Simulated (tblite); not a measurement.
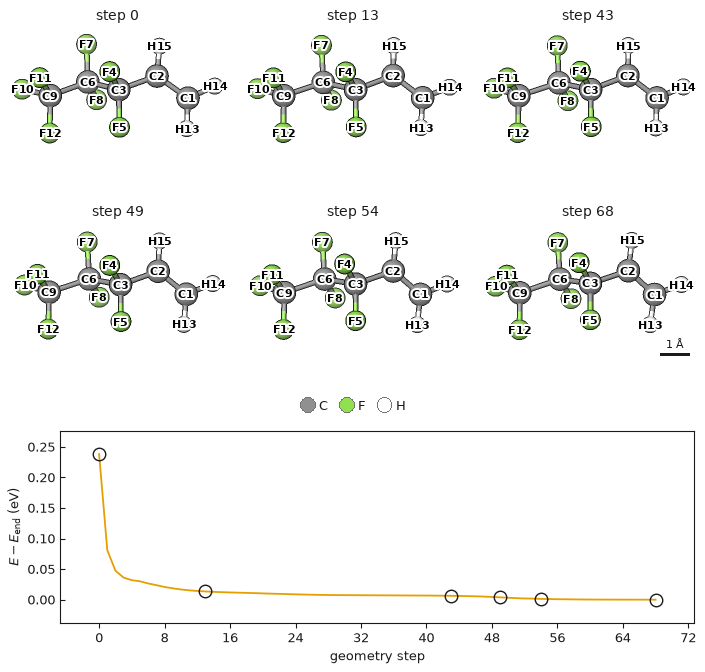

Frames of a relaxation of C5H3F7, marked on the history of the run. The picture is a ball-and-stick view, seen at a tilt.

Theory: tblite 0.8.0, GFN2-xTB geometry optimisation, gas phase. 

Describe the path.

Answer. Over 68 geometry steps the energy falls by 0.238 eV. The atom that moves furthest after the best rigid fit is H13 (0.42 Å). Largest moves by element: H 0.42 Å, F 0.30 Å, C 0.21 Å. Near-neighbour distances that change, for instance: C6–C9 1.506 → 1.555 Å, C1–C2 1.358 → 1.319 Å, C9–F10 1.364 → 1.331 Å, C3–C6 1.532 → 1.562 Å. Among the angles between lasting bonds that change: C3–C6–C9 109.7° → 115.0°, C1–C2–H15 118.9° → 123.9°, C2–C3–F4 107.5° → 111.3°. Cost: 1.4 s on 2 threads of AMD EPYC, on a shared host. From step 0 to 13: C3 moves most (0.07 Å), energy −0.225 eV. From step 13 to 43: H14 moves most (0.11 Å), energy −0.007 eV. From step 43 to 49: H13 moves most (0.14 Å), energy −0.003 eV. From step 49 to 54: H atoms move most (0.10 Å), energy −0.003 eV. From step 54 to 68: H13 moves most (0.12 Å), energy −0.001 eV.

| step | E − E(0), eV |
| --- | --- |
| 0 | 0.0000 |
| 1 | -0.1574 |
| 2 | -0.1909 |
| 3 | -0.2022 |
| 4 | -0.2064 |
| 5 | -0.2082 |
| 6 | -0.2117 |
| 7 | -0.2145 |
| 8 | -0.2175 |
| 9 | -0.2197 |
| 10 | -0.2215 |
| 13 | -0.2248 |
| 16 | -0.2264 |
| 19 | -0.2275 |
| 22 | -0.2287 |
| 25 | -0.2299 |
| 28 | -0.2306 |
| 31 | -0.2309 |
| 34 | -0.2311 |
| 37 | -0.2313 |
| 41 | -0.2316 |
| 44 | -0.2321 |
| 47 | -0.2332 |
| 50 | -0.2351 |
| 53 | -0.2365 |
| 56 | -0.2375 |
| 59 | -0.2379 |
| 62 | -0.2381 |
| 65 | -0.2382 |
| 68 | -0.2382 |
